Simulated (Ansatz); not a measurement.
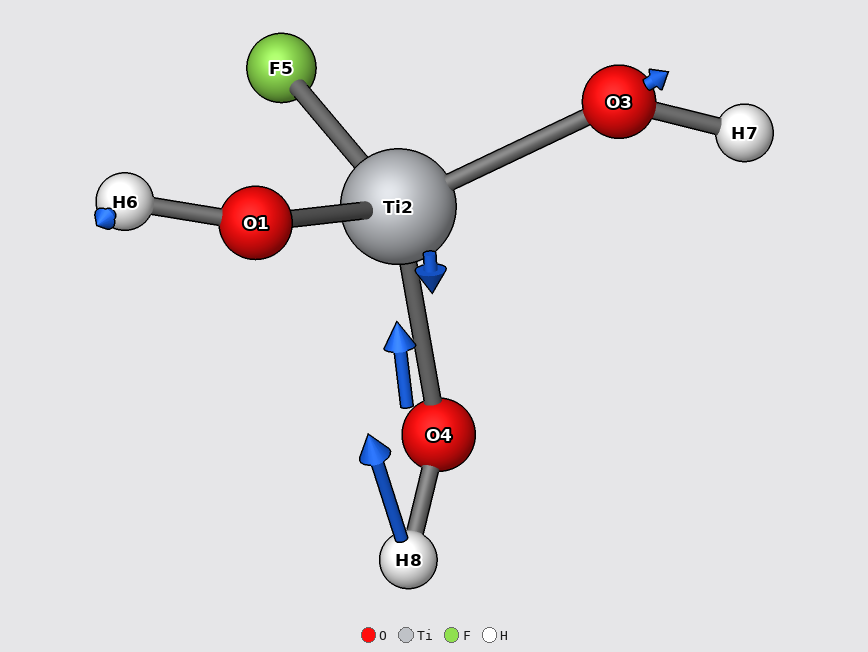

The arrows show one normal mode. Charge 0, singlet. Harmonic vibrations computed with RKS PBE0-D4/def2-TZVP (Ansatz 0.2.0) at a stationary point of the same level.

### What kind of motion is it?

Mostly Ti–O stretching.

### Estimate its harmonic wavenumber.

793 cm⁻¹; it is mode 14 of 18 counted from the lowest.
